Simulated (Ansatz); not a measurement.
# SiCNClF2 (SMILES N#C[Si](F)(F)Cl) at CCSD(T)/cc-pVDZ

What is the energy change on altering one bond length of SiCNClF2 at CCSD(T)/cc-pVDZ? 

Program for the calculation: Ansatz 0.2.0.

134 further runs of the same task are left out: 4 that didn't finish, 130 set aside as unsound or not needed. Runs told in other sessions of the task aren't counted.

### 1 The structure to begin with

The species is SiCNClF2 (6 atoms), meant as a singlet with charge 0. SMILES: `N#C[Si](F)(F)Cl`. The coordinates come from a PBE0-D4/def2-TZVP relaxation.

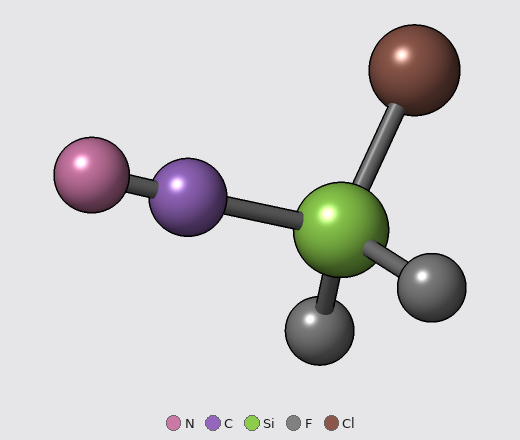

Viewed from a chosen angle; nitrogen pink, carbon purple, silicon green, fluorine grey, chlorine brown.

### 2 A single-point energy at CCSD(T)/cc-pVDZ

in.yaml

```yaml
crystal:
  periodic: [false, false, false]
  atoms:
    - {symbol: N, position_ang: [1.925400, -1.092200, 1.077400]}
    - {symbol: C, position_ang: [1.030100, -0.609300, 0.540000]}
    - {symbol: Si, position_ang: [-0.394400, 0.176700, -0.290300]}
    - {symbol: F, position_ang: [-1.487900, -0.920300, -0.527700]}
    - {symbol: F, position_ang: [0.087600, 0.719200, -1.679000]}
    - {symbol: Cl, position_ang: [-1.118900, 1.661900, 0.833400]}
basis:
  gaussian:
    orbitals: cc-pVDZ
correlation:
  method: ccsd_t
  frozen_orbitals: {C: 1, Cl: 5, F: 1, "N": 1, Si: 5}
accuracy: high
scf:
  omitted_lower_state_checks: [cluster_reference, increment]
```

Run with:

```
$ ansatz run in.yaml --threads 1 --pin off --max-ram 3480MiB --events-out events.jsonl --progress --plain --runs-dir runs
```

What it wrote (excerpt; [...] marks lines left out):

```text
Warning: RAYON_NUM_THREADS=1 ignored (pool sized by the plan → 1); use --threads N
Functional definition: HF
  name "HF"
[...]
1986 factors; integrals over basis functions are off by at most 3.1e-9 eV
[...]
mean field -28294.70804301 eV, -1039.8113417387 hartree, gradient 2.1e-8 eV, S^2 0.000000; 0 other end points of the search recorded, 0 dependent functions left out
14 core orbitals not correlated: weight in the atoms' cores, before any rotation towards them, 1.000 or more for the frozen orbitals, at most 0.000 for the correlated occupied ones
reference -28294.70804301 eV, -1039.8113417387 hartree; 17, 17 occupied and 61, 61 virtual orbitals, 1986 factors
second order -23.57349920 eV of doubles, -0.00000000 eV of singles
cycle   1  -23.37521915 eV  change    2.0e-1 eV  update   1.2e-1
[...]
cycle  21  -24.07788667 eV  change    2.5e-9 eV  update   1.3e-9
perturbative correction -0.65028177 eV, -0.0238974142 hartree
Total energy: -28319.43621145 eV, -1040.7200851677 hartree
Checks for a lower state left out: cluster_reference, increment
```

It took 37 s on 1 thread of Arm Neoverse V1, shared host; peak memory 0.54 GiB.

### 3 The distorted shape at the same level

run.yaml

```yaml
crystal:
  periodic: [false, false, false]
  atoms:
    - {symbol: N, position_ang: [1.539796, -1.526205, 2.188372]}
    - {symbol: C, position_ang: [0.644496, -1.043305, 1.650972]}
    - {symbol: Si, position_ang: [-0.780004, -0.257305, 0.820672]}
    - {symbol: F, position_ang: [-1.873504, -1.354305, 0.583272]}
    - {symbol: F, position_ang: [0.087600, 0.719200, -1.679000]}
    - {symbol: Cl, position_ang: [-1.504504, 1.227895, 1.944372]}
basis:
  gaussian: {orbitals: cc-pVDZ}
correlation: {method: ccsd_t, frozen_orbitals: {C: 1, Cl: 5, F: 1, "N": 1, Si: 5}}
accuracy: high
scf: {omitted_lower_state_checks: [cluster_reference, increment]}
```

Run with:

```
$ ansatz run run.yaml --threads 1 --pin off --max-ram 3480MiB --events-out events.jsonl --progress --plain --runs-dir runs
```

What it wrote (excerpt; [...] marks lines left out):

```text
Warning: RAYON_NUM_THREADS=1 ignored (pool sized by the plan → 1); use --threads N
Functional definition: HF
  name "HF"
[...]
1936 factors; integrals over basis functions are off by at most 3.1e-9 eV
[...]
mean field -28288.45972883 eV, -1039.5817204278 hartree, gradient 1.7e-8 eV, S^2 0.000000; 0 other end points of the search recorded, 0 dependent functions left out; unrestricted orbitals would lower it
14 core orbitals not correlated: weight in the atoms' cores, before any rotation towards them, 1.000 or more for the frozen orbitals, at most 0.000 for the correlated occupied ones
reference -28288.45972883 eV, -1039.5817204278 hartree; 17, 17 occupied and 61, 61 virtual orbitals, 1936 factors
second order -24.47410064 eV of doubles, -0.00000000 eV of singles
cycle   1  -23.81084249 eV  change    6.6e-1 eV  update   2.1e-1
[...]
cycle  32  -24.97950467 eV  change    1.8e-9 eV  update   2.5e-9
perturbative correction -0.97754335 eV, -0.0359240557 hartree
Total energy: -28314.41677685 eV, -1040.5356243483 hartree
Checks for a lower state left out: cluster_reference, increment
```

Wall time 46 s (1 thread of Arm Neoverse V1, shared host); peak memory 0.53 GiB.

### 4 Outcome

Level: CCSD(T)/cc-pVDZ, 14 core orbitals frozen.

```
                                                          quantity           value
                                         first shape: total energy  -1040.72009 Eh
         first shape: correlation energy (14 core orbitals frozen)      -908.7 mEh
                                       first shape: (T) correction      -23.90 mEh
                                        first shape: T1 diagnostic           0.012
                                     distorted shape: total energy  -1040.53562 Eh
     distorted shape: correlation energy (14 core orbitals frozen)      -953.9 mEh
                                   distorted shape: (T) correction      -35.92 mEh
                                    distorted shape: T1 diagnostic           0.033
energy change with the Si3–F5 bond stretched from 1.567 to 2.820 Å        5.019 eV
```

In words: One bond (distorted shape) is far stretched, which a spin-restricted single reference describes badly; perturbation theory on it can break down and give far too much correlation. With the Si3–F5 bond stretched from 1.567 to 2.820 Å the energy rises by 5.02 eV (116 kcal/mol). The first shape isn't relaxed at this level, so the change isn't measured from a minimum. A restricted reference can't describe the breaking bond well at this length. The triples (first shape) make up 2.6 % of the correlation energy. The T1 diagnostic (distorted shape) of 0.033 is above the customary mark for such species, so a single reference may not serve. The restricted solution (distorted shape) is unstable to spin breaking: an unrestricted one lies lower. The triples (distorted shape) make up 3.8 % of the correlation energy.
